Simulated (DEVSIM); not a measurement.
Device: Si p+/n-/n+ power diode, at 300 K.

| layer (left to right) | material | thickness (μm) | Nd (cm⁻³) | Na (cm⁻³) | τn (s) | τp (s) |
|---|---|---|---|---|---|---|
| 1 | Si | 2.30 | - | 4.3e18 | 1.2e-6 | 1.2e-6 |
| 2 | Si | 56.0 | 1.2e15 | - | 1.2e-6 | 1.2e-6 |
| 3 | Si | 1.10 | 1.1e18 | - | 1.2e-6 | 1.2e-6 |

Left contact: ohmic. Right contact: ohmic. Voltage is applied to the left contact. Recombination: SRH at mid-gap, Auger. Mobility is μmin + (μ − μmin)/(1 + (N/Nref)^α).

Constants are typed, rounded textbook-type inputs, not results; the design itself was drawn at random and stands for no fabricated device. Values at 300 K.

```
parameter           Si
-------------  -------
gap (eV)         1.124
affinity (eV)     4.05
permittivity      11.7
Nc (cm⁻³)      2.86e19
Nv (cm⁻³)       3.1e19
μn (cm²/Vs)       1417
μp (cm²/Vs)        470
μn,min              52
μp,min              45
Nref,n          9.7e16
Nref,p          2.2e17
αn                0.68
αp                0.72
Cn (cm⁶/s)     2.8e-31
Cp (cm⁶/s)     9.9e-32
```

Model (solved in DEVSIM): 1D drift-diffusion, Boltzmann statistics, complete ionisation; no tunnelling, impact ionisation, image-force lowering or self-heating.

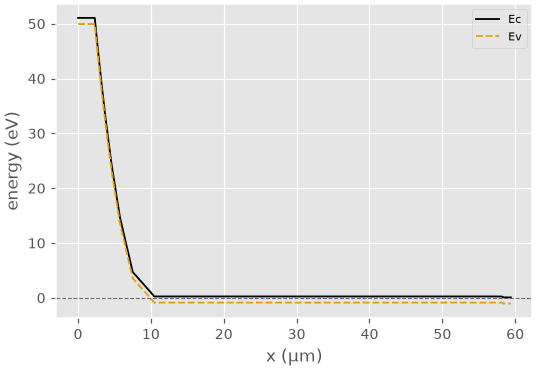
*Band edges at -50.0 V on the left contact*

Energies count from the Fermi level of the right contact; mesh points crowd at the junctions.

| x (μm) | Ec (eV) | Ev (eV) | n (cm⁻³) | p (cm⁻³) | field (V/cm) |
|---|---|---|---|---|---|
| 0.000 | 51.073 | 49.949 | < 1e2 | 4.3e18 | ≈ 0 |
| 0.06012 | 51.073 | 49.949 | < 1e2 | 4.3e18 | ≈ 0 |
| 0.2561 | 51.073 | 49.949 | < 1e2 | 4.3e18 | ≈ 0 |
| 0.9438 | 51.073 | 49.949 | < 1e2 | 4.3e18 | ≈ 0 |
| 2.046 | 51.073 | 49.949 | < 1e2 | 4.3e18 | ≈ 0 |
| 2.240 | 51.073 | 49.949 | < 1e2 | 4.3e18 | ≈ 0 |
| 2.300 | 51.026 | 49.902 | < 1e2 | 7.0e17 | -160000 |
| 2.404 | 49.607 | 48.483 | 180 | 48000 | -140000 |
| 2.711 | 45.542 | 44.418 | 990 | 48000 | -130000 |
| 3.815 | 32.356 | 31.232 | 4600 | 47000 | -110000 |
| 7.509 | 4.713 | 3.589 | 46000 | 39000 | -41000 |
| 30.14 | 0.261 | -0.863 | 1.2e15 | 33000 | ≈ 0 |
| 50.08 | 0.261 | -0.863 | 1.2e15 | 46000 | ≈ 0 |
| 56.00 | 0.261 | -0.863 | 1.2e15 | 47000 | ≈ 0 |
| 57.87 | 0.259 | -0.865 | 1.3e15 | 45000 | -140 |
| 58.20 | 0.230 | -0.894 | 3.9e15 | 14000 | -3200 |
| 58.29 | 0.153 | -0.971 | 7.6e16 | 750 | -24000 |
| 58.33 | 0.084 | -1.040 | 1.1e18 | < 1e2 | -68 |
| 58.54 | 0.084 | -1.040 | 1.1e18 | < 1e2 | ≈ 0 |
| 59.04 | 0.084 | -1.040 | 1.1e18 | < 1e2 | ≈ 0 |
| 59.30 | 0.084 | -1.040 | 1.1e18 | 100 | ≈ 0 |
| 59.40 | 0.084 | -1.040 | 1.1e18 | 110 | ≈ 0 |
